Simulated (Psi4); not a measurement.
Energy and gradient calculation of C2H3B (charge −1) (part 2 of 2)

C2H3B, charge −1, multiplicity 2, SMILES [BH2-]C#C; M06-2X/def2-TZVP, UKS (Psi4 1.11). The geometry comes from this level: GFN2-xTB.

Geometry of the input (Å):
```
B  -0.7919  0.4909  -0.5629
C  0.2789  -0.1709  0.1849
C  1.3176  -0.7059  0.6219
H  -1.6261  -0.1432  -1.1863
H  -0.9297  1.7018  -0.5519
H  1.7512  -1.1727  1.4942
```

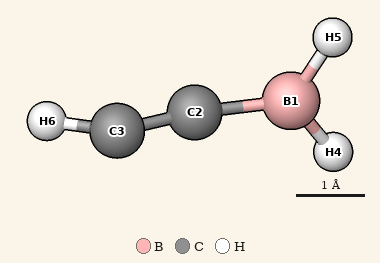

*The input geometry (ball-and-stick view, seen at a tilt; atoms are numbered from 1 in the order of the input).*

**The program's output, continued**
```
Properties will be evaluated at   0.000000,   0.000000,   0.000000 [a0]

Properties computed using the SCF density matrix

 Multipole Moments:

 ------------------------------------------------------------------------------------
     Multipole            Electronic (a.u.)      Nuclear  (a.u.)        Total (a.u.)
 ------------------------------------------------------------------------------------

 L = 1.  Multiply by 2.5417464519 to convert [e a0] to [Debye]
 Dipole X            :          1.0191664           -0.4696363            0.5495301
 Dipole Y            :         -0.5466509            0.1248444           -0.4218064
 Dipole Z            :          0.4713681            0.1497082            0.6210763
 Magnitude           :                                                    0.9303977

 ------------------------------------------------------------------------------------

	total time  =         41 seconds =       0.68 minutes

         ------------------------------------------------------------
                                   SCF GRAD
         ------------------------------------------------------------

  ==> Geometry <==

    Molecular point group: c1
    Full point group: C1

    Geometry (in Angstrom), charge = -1, multiplicity = 2:

       Center              X                  Y                   Z               Mass
    ------------   -----------------  -----------------  -----------------  -----------------
         B           -1.045113041167     0.615201741164    -0.648042390468    11.009305360000
         C            0.025736958833    -0.046588258836     0.099757609532    12.000000000000
         C            1.064456958833    -0.581568258836     0.536737609532    12.000000000000
         H           -1.879233041167    -0.018848258836    -1.271482390468     1.007825032230
         H           -1.182893041167     1.826181741164    -0.637072390468     1.007825032230
         H            1.498006958833    -1.048338258836     1.409017609532     1.007825032230

  Nuclear repulsion =   46.447729646000546

  ==> Basis Set <==

  Basis Set: DEF2-TZVP
    Blend: DEF2-TZVP
    Number of shells: 45
    Number of basis functions: 111
    Number of Cartesian functions: 126
    Spherical Harmonics?: true
    Max angular momentum: 3

  ==> DirectJKGrad: Integral-Direct SCF Gradients <==

    Gradient:                    1
    J tasked:                  Yes
    K tasked:                  Yes
    wK tasked:                  No
    Integrals threads:           1
    Schwarz Cutoff:          1E-12

  ==> DFT Potential <==

   => LibXC <=

    Version 7.1.2

   => Composite Functional: M06-2X <=

    Deriv               =              1
    GGA                 =           TRUE
    Meta                =           TRUE

    Exchange Hybrid     =           TRUE
    MP2 Hybrid          =          FALSE

   => Exchange Functionals <=

    1.0000   XC_HYB_MGGA_X_M06_2X

   => Exact (HF) Exchange <=

    0.5400               HF

   => Correlation Functionals <=

    1.0000   XC_MGGA_C_M06_2X

   => LibXC Density Thresholds  <==

    XC_MGGA_C_M06_2X:  1.00E-12
    XC_HYB_MGGA_X_M06_2X:  1.00E-15

   => Molecular Quadrature <=

    Radial Scheme          =       TREUTLER
    Pruning Scheme         =           NONE
    Nuclear Scheme         =       TREUTLER

    Blocking Scheme        =         OCTREE
    BS radius alpha        =              1
    Pruning alpha          =              1
    Radial Points          =             99
    Spherical Points       =            590
    Total Points           =         337165
    Total Blocks           =           2454
    Max Points             =            256
    Max Functions          =            110
    Weights Tolerance      =       1.00E-15

  -Total Gradient:
     Atom            X                  Y                   Z
    ------   -----------------  -----------------  -----------------
       1        0.022203260835    -0.011161867125     0.009110119655
       2       -0.019665998261     0.006804486834     0.000225254099
       3        0.004790815457     0.001995695922    -0.009679504859
       4       -0.004326630413    -0.001256096968    -0.002688046936
       5       -0.002040055024     0.004696327469    -0.000704317280
       6       -0.000970582906    -0.001076824051     0.003742739223

	total time  =          7 seconds =       0.12 minutes

Properties will be evaluated at   0.000000,   0.000000,   0.000000 [a0]
OEProp: No title given, name of density matrix used for the following properties is 'SCF alpha density'

 Multipole Moments:

 ------------------------------------------------------------------------------------
     Multipole            Electronic (a.u.)      Nuclear  (a.u.)        Total (a.u.)
 ------------------------------------------------------------------------------------

 L = 1.  Multiply by 2.5417464519 to convert [e a0] to [Debye]
 Dipole X            :          1.0191664           -0.4696363            0.5495301
 Dipole Y            :         -0.5466509            0.1248444           -0.4218064
 Dipole Z            :          0.4713681            0.1497082            0.6210763
 Magnitude           :                                                    0.9303977

 ------------------------------------------------------------------------------------

  Mayer Bond Indices:

  Total Bond Index:
  Irrep: 1 Size: 6 x 6

                 1                   2                   3                   4                   5

    1     0.00000000000000     1.39551899793834     0.15655633805274     0.96971092797373     0.96904644598330
    2     1.39551899793834     0.00000000000000     2.72500509569351    -0.01483007689122    -0.01421324550475
    3     0.15655633805274     2.72500509569351     0.00000000000000     0.01761291472330     0.01772663894079
    4     0.96971092797373    -0.01483007689122     0.01761291472330     0.00000000000000    -0.02323641645855
    5     0.96904644598330    -0.01421324550475     0.01772663894079    -0.02323641645855     0.00000000000000
    6     0.01835033548949    -0.01011710208607     0.94775670341672     0.00034219015746     0.00032635752986

                 6

    1     0.01835033548949
    2    -0.01011710208607
    3     0.94775670341672
    4     0.00034219015746
    5     0.00032635752986
    6     0.00000000000000

  Alpha Contribution:
  Irrep: 1 Size: 6 x 6

                 1                   2                   3                   4                   5

    1     0.00000000000000     0.84945927598466     0.08754744071598     0.48215994765488     0.48192931435116
    2     0.84945927598466     0.00000000000000     1.26590239437974    -0.00257469203921    -0.00235649416413
    3     0.08754744071598     1.26590239437974     0.00000000000000     0.00948236301481     0.00953107607704
    4     0.48215994765488    -0.00257469203921     0.00948236301481     0.00000000000000    -0.01099583520709
    5     0.48192931435116    -0.00235649416413     0.00953107607704    -0.01099583520709     0.00000000000000
    6     0.01569418649463    -0.02601097335518     0.47550992743826     0.00021056882230     0.00020387761428

                 6

    1     0.01569418649463
    2    -0.02601097335518
    3     0.47550992743826
    4     0.00021056882230
    5     0.00020387761428
    6     0.00000000000000

  Beta Contribution:
  Irrep: 1 Size: 6 x 6

                 1                   2                   3                   4                   5

    1     0.00000000000000     0.54605972195368     0.06900889733676     0.48755098031885     0.48711713163215
    2     0.54605972195368     0.00000000000000     1.45910270131376    -0.01225538485201    -0.01185675134062
    3     0.06900889733676     1.45910270131376     0.00000000000000     0.00813055170849     0.00819556286375
    4     0.48755098031885    -0.01225538485201     0.00813055170849     0.00000000000000    -0.01224058125146
    5     0.48711713163215    -0.01185675134062     0.00819556286375    -0.01224058125146     0.00000000000000
    6     0.00265614899486     0.01589387126912     0.47224677597847     0.00013162133516     0.00012247991558

                 6

    1     0.00265614899486
    2     0.01589387126912
    3     0.47224677597847
    4     0.00013162133516
    5     0.00012247991558
    6     0.00000000000000

  Atomic Valences:

 #  #
 Irrep: 1
      1:    3.509183045437602
      2:    4.081363669149808
      3:    3.864657690827067
      4:    0.949599539504721
      5:    0.949649780490651
      6:    0.956658484507467

  Wiberg Bond Indices using Orthogonal Lowdin Orbitals:

  Total Bond Index:
  Irrep: 1 Size: 6 x 6

                 1                   2                   3                   4                   5

    1     0.00000000000000     1.68503448604119     0.48777453613075     0.91412392510362     0.91406883628179
    2     1.68503448604119     0.00000000000000     2.73485485200266     0.09305636671137     0.09309994902864
    3     0.48777453613075     2.73485485200266     0.00000000000000     0.01823427848620     0.01826204965174
    4     0.91412392510362     0.09305636671137     0.01823427848620     0.00000000000000     0.02070006545225
    5     0.91406883628179     0.09309994902864     0.01826204965174     0.02070006545225     0.00000000000000
    6     0.02492555123651     0.12715704210872     0.92395170003997     0.00074546536415     0.00075445870064

                 6

    1     0.02492555123651
    2     0.12715704210872
    3     0.92395170003997
    4     0.00074546536415
    5     0.00075445870064
    6     0.00000000000000

  Alpha Contribution:
  Irrep: 1 Size: 6 x 6

                 1                   2                   3                   4                   5

    1     0.00000000000000     0.97878733314797     0.25494286700469     0.45894697144885     0.45892149250440
    2     0.97878733314797     0.00000000000000     1.33268359610909     0.04936212882434     0.04938440488593
    3     0.25494286700469     1.33268359610909     0.00000000000000     0.00998136696104     0.00999545830397
    4     0.45894697144885     0.04936212882434     0.00998136696104     0.00000000000000     0.01058088658746
    5     0.45892149250440     0.04938440488593     0.00999545830397     0.01058088658746     0.00000000000000
    6     0.01731588441670     0.06339603992321     0.46832843763903     0.00044862035557     0.00045253085587

                 6

    1     0.01731588441670
    2     0.06339603992321
    3     0.46832843763903
    4     0.00044862035557
    5     0.00045253085587
    6     0.00000000000000

  Beta Contribution:
  Irrep: 1 Size: 6 x 6

                 1                   2                   3                   4                   5

    1     0.00000000000000     0.70624715289321     0.23283166912605     0.45517695365477     0.45514734377739
    2     0.70624715289321     0.00000000000000     1.40217125589356     0.04369423788703     0.04371554414271
    3     0.23283166912605     1.40217125589356     0.00000000000000     0.00825291152517     0.00826659134776
    4     0.45517695365477     0.04369423788703     0.00825291152517     0.00000000000000     0.01011917886478
    5     0.45514734377739     0.04371554414271     0.00826659134776     0.01011917886478     0.00000000000000
    6     0.00760966681981     0.06376100218550     0.45562326240093     0.00029684500857     0.00030192784477

                 6

    1     0.00760966681981
    2     0.06376100218550
    3     0.45562326240093
    4     0.00029684500857
    5     0.00030192784477
    6     0.00000000000000

  Atomic Valences:

 #  #
 Irrep: 1
      1:    4.025927334793845
      2:    4.733202695892579
      3:    4.183077416311313
      4:    1.046860101117587
      5:    1.046885359115054
      6:    1.077534217449976

    Psi4 run time: 0:00:48.20
```

**Summary**

```csv
quantity,value
outcome,converged
total energy,−102.777934 hartree
basis functions,111
largest force,1.361 eV/Å
⟨S²⟩,0.766
hardware,"1 thread of Intel Xeon (Granite Rapids), 64 GiB of memory available, shared host"
wall time,49 s
peak memory,0.63 GiB
```

**Remarks**

The record of the run, not the program, notes: unbound anion.
